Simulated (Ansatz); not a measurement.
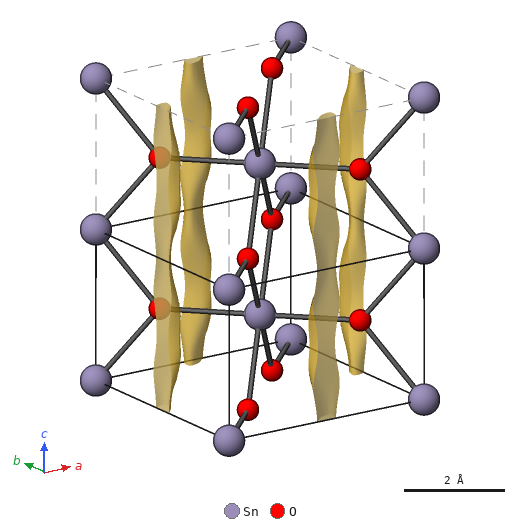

Crystal voids of SnO₂ (P4_2/mnm, No. 136): the yellow surface encloses the regions where the procrystal electron density, the sum of the densities of spherically averaged neutral Hartree-Fock atoms, is below 0.01 e/bohr³ (1×1×2 cells, view from a free direction). No self-consistent density enters. Pale faces close the region where the drawn box cuts it. From Rb on the atoms have core potentials, so only their outer electrons count. The usual level for crystal voids is 0.002 e/bohr³; this crystal has almost no region below it, so a higher level is used, which marks the interstitial space of lowest density.

Source of the atomic positions: a calculation's input that goes back to an entry of the Crystallography Open Database (an earlier step may have relaxed or displaced it).

```
Sn O
1.0
     4.73735    0.00000    0.00000
     0.00000    4.73735    0.00000
     0.00000    0.00000    3.18640
Sn O
2 4
Direct
  0.00000 0.00000 0.00000
  0.50000 0.50000 0.50000
  0.30562 0.30562 0.00000
  0.19438 0.80562 0.50000
  0.69438 0.69438 0.00000
  0.80562 0.19438 0.50000
```

Question: What share of the cell is void by this measure?

Answer: The voids take about 3.4 % of the cell (2.5 Å³ of 71.5 Å³) and are bounded by about 15 Å² of surface per cell.

Question: Are the voids connected in the whole crystal?

Answer: Where they connect, they form one-dimensional channels along [001].

Question: How low does the density fall, and where?

Answer: To about 0.0083 e/bohr³ near 0.00, 0.50, 0.25 (fractional), 1.9 Å from the nearest nucleus.

Question: At what density do the voids first join through the crystal?

Answer: At about 0.0088 e/bohr³, as one-dimensional channels along [001].
